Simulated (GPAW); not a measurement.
Band structure of PdPtAu (P3m1, 3 atoms in the cell).

```
PdPtAu
1.0
    2.84952     0.00000     0.00000
   -1.42476     2.46776     0.00000
    0.00000     0.00000     6.98638
Pd Pt Au
1 1 1
Cartesian
  0.00000   0.00000   2.36112
  1.42476   0.82258   4.60465
  0.00000   1.64517   0.02061
```

Method: LDA (Perdew-Wang 92), GPAW PAW datasets LDA (gpaw-data 1.0.1) (plane waves; GPAW).

Settings: mode = pw; ecut = 550 eV; xc = LDA; kpts = 16 16 6; mesh shift (steps) = 0 0 0; occupations.name = methfessel-paxton; occupations.width = 0.136 eV; occupations.order = 0; nbands = -7; convergence.forces = 0.001 eV/Å; symmetry.symmorphic = false; symmetry.tolerance = 0.0005; maxiter = 150; bandpath_npoints = 40.

The starting cell comes from a database of computed structures (which also holds hypothetical and non-ambient phases and stackings), without a prior relaxation at this level. Spin-orbit coupling is off. Spin polarisation is off.

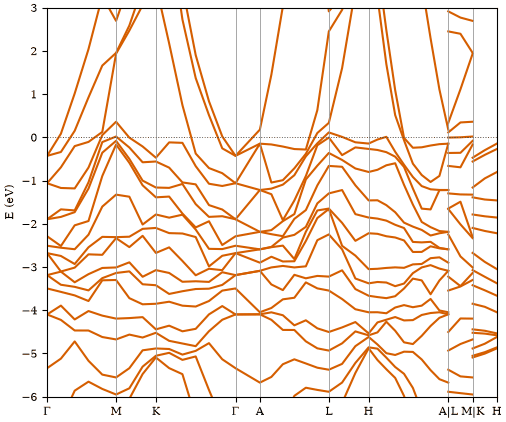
Fig. 1. Bands along the path, energies from the Fermi level.

Levels in eV from the Fermi level, bands 18 to 25:
```json
[
 {"point": "Γ", "18": "-2.29", "19": "-1.90", "20": "-1.90", "21": "-1.06", "22": "-1.06", "23": "-0.43", "24": "-0.43", "25": "9.21"},
 {"point": "M", "18": "-0.17", "19": "-0.08", "20": "0.02", "21": "0.36", "22": "1.94", "23": "1.95", "24": "2.69", "25": "5.36"},
 {"point": "K", "18": "-1.39", "19": "-1.16", "20": "-0.56", "21": "-0.47", "22": "3.53", "23": "4.02", "24": "5.05", "25": "7.64"},
 {"point": "A", "18": "-2.19", "19": "-2.19", "20": "-1.22", "21": "-1.22", "22": "-0.15", "23": "-0.15", "24": "0.18", "25": "5.24"},
 {"point": "L", "18": "-0.66", "19": "-0.36", "20": "-0.01", "21": "0.11", "22": "0.33", "23": "2.45", "24": "2.91", "25": "5.05"},
 {"point": "H", "18": "-1.46", "19": "-0.80", "20": "-0.27", "21": "-0.14", "22": "4.43", "23": "4.91", "24": "5.39", "25": "5.47"}
]
```

Bands cross the Fermi level along this path, so the cell is metallic at this level.
